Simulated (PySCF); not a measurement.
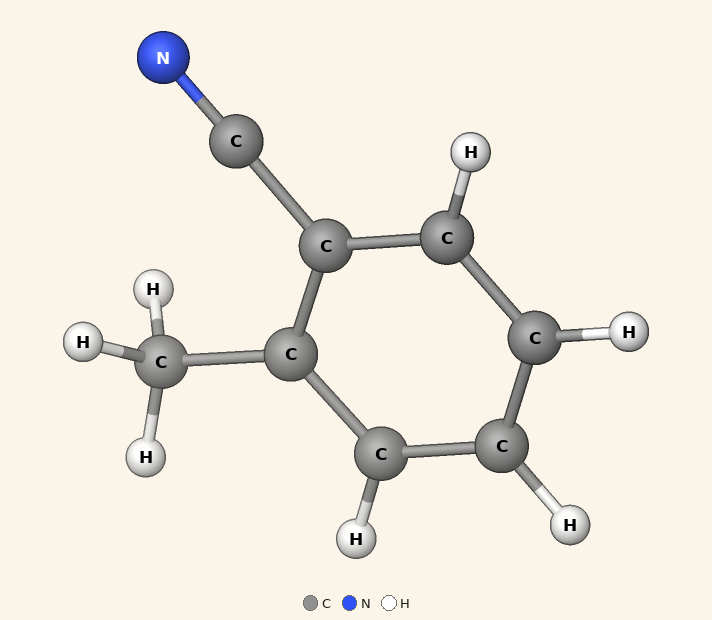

The picture shows a molecular structure as a ball-and-stick model.

Computed geometry: PBE0-D3(BJ)/def2-TZVP optimisation. No frequency run is at hand to confirm it as a minimum.

Question: What is the molecular formula?

Answer: C₈H₇N, 16 atoms: 8 carbon, 7 hydrogen and 1 nitrogen.

Question: Count the bonded pairs by element.

Answer: 8 C–C, 7 C–H, 1 C–N.

Question: Does it have rings?

Answer: Independent rings (smallest set): 1 of 6 members, 1 of them aromatic.

The parts below concern this one geometry. Atoms keep their numbers from picture to picture.

### Shape

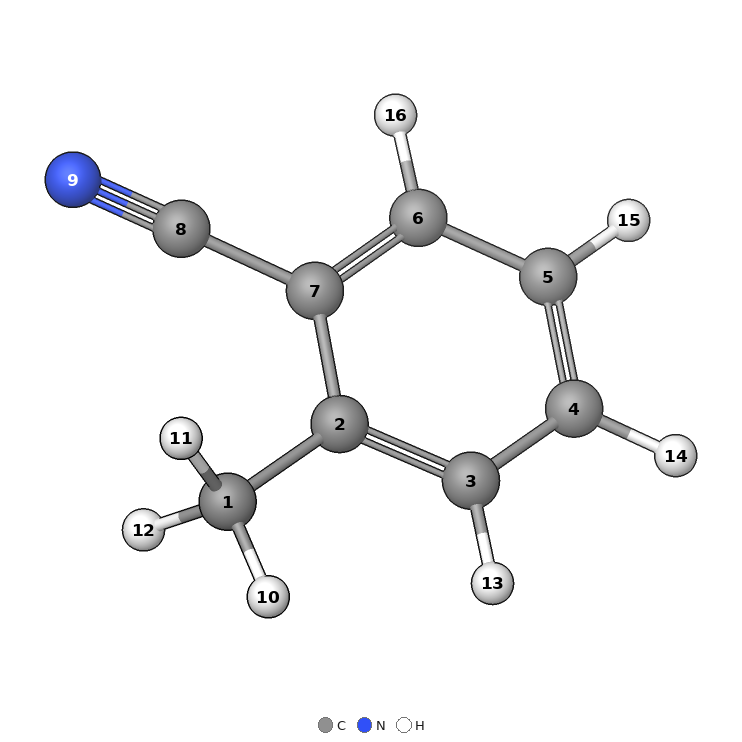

Atoms carry their numbers in the input. No frequency run is at hand to confirm it as a minimum.

What are the angles C1–C2–C3, C1–C2–C7, C2–C1–H10, C2–C1–H12, C2–C3–H13, C3–C2–C7, C3–C4–C5, C4–C5–C6, C4–C5–H15, C5–C4–H14, C5–C6–C7, C6–C7–C8?

```csv
angle,degrees
C1–C2–C3,121.6
C1–C2–C7,120.9
C2–C1–H10,110.9
C2–C1–H12,110.9
C2–C3–H13,118.8
C3–C2–C7,117.5
C3–C4–C5,120.4
C4–C5–C6,119.5
C4–C5–H15,120.5
C5–C4–H14,119.9
C5–C6–C7,119.9
C6–C7–C8,119.3
```

### NMR shielding

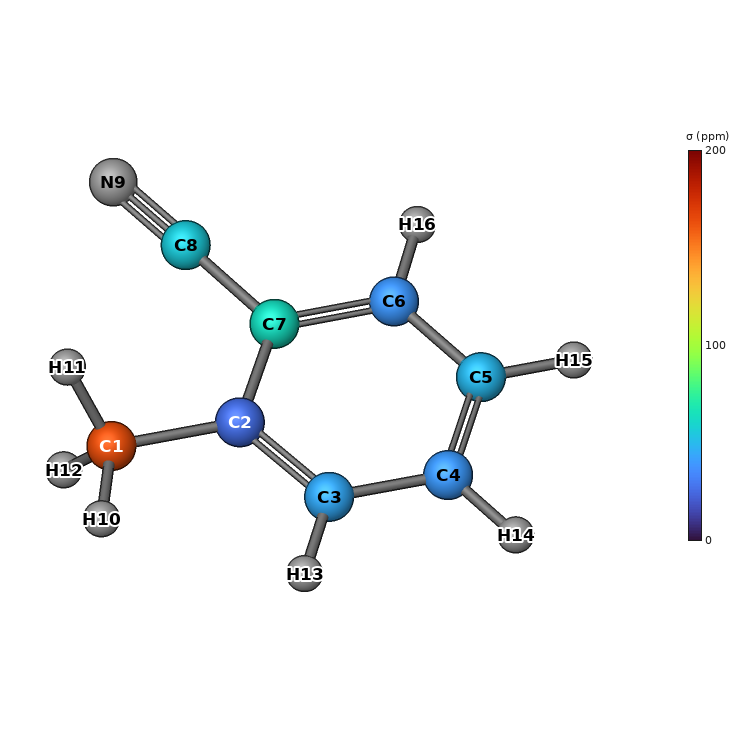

Atoms are coloured by their isotropic NMR shieldings (C only, the others grey). No frequency run is at hand to confirm it as a minimum. Method: GIAO ωB97X-D/pcSseg-2 NMR shielding, non-relativistic, IEF-PCM chloroform (PySCF 2.14.0).

Question: Which C atom is the most shielded (lowest chemical shift)?

Answer: C1 (163.0 ppm).

Question: Which C atom is the least shielded (highest chemical shift)?

Answer: C2 (26.9 ppm).

Question: How wide is the range of C shifts?

Answer: 136.1 ppm.

Give the isotropic NMR shieldings of the C atoms atom by atom.

```
atom  σ (ppm)
  C1    163.0
  C2     26.9
  C3     45.2
  C4     40.2
  C5     49.5
  C6     39.6
  C7     64.0
  C8     55.8
```

### Quadrupole coupling

No frequency run is at hand to confirm it as a minimum. Electric field gradients from the ground-state density, PBE0/pcSseg-2 (PySCF 2.14.0), non-relativistic apart from any core potentials.

Give the largest field-gradient component, the quadrupole coupling constant and the asymmetry for 14N at N9 (Q = 20.44 mb), 2H at H10 (Q = 2.86 mb), 2H at H11 (Q = 2.86 mb).

```
atom  V_zz (a.u.)  e²qQ/h (MHz)     η
  N9       −0.977         −4.69  0.08
 H10        0.287         0.193  0.04
 H11        0.281         0.189  0.04
```

### Dipole moment

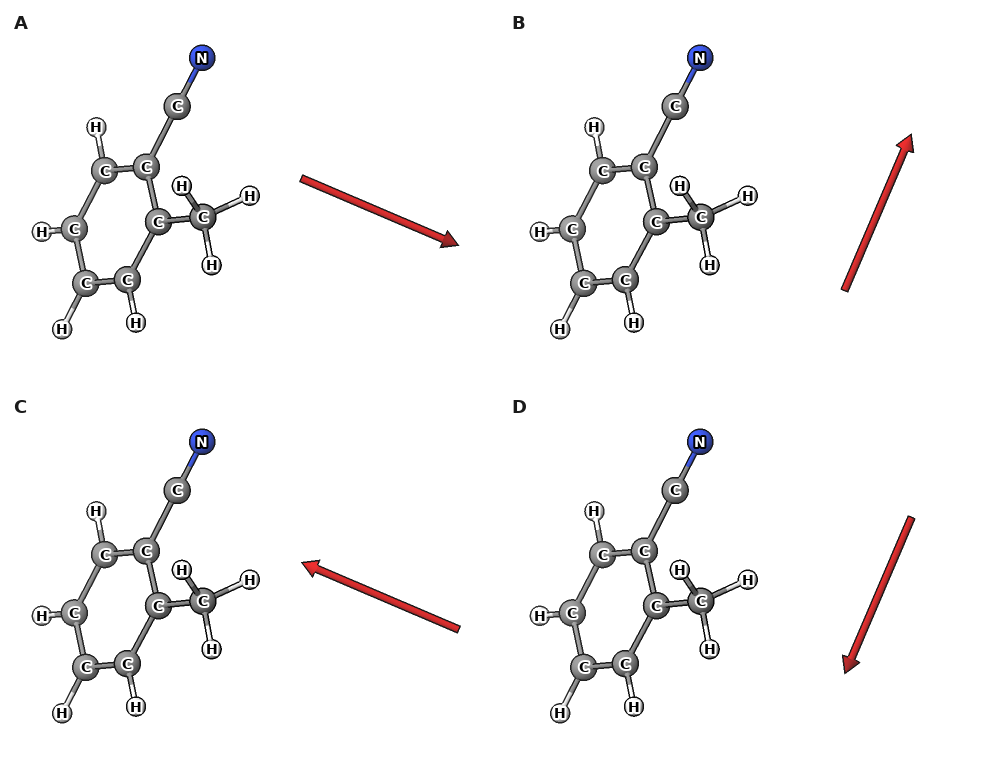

The same molecule four times, each with an arrow. No frequency run is at hand to confirm it as a minimum. Method: PBE0/pcSseg-2, gas phase (PySCF 2.14.0).

Question: Which arrow points along the dipole moment, from the negative to the positive end?

Answer: D. The dipole moment is 4.38 D.
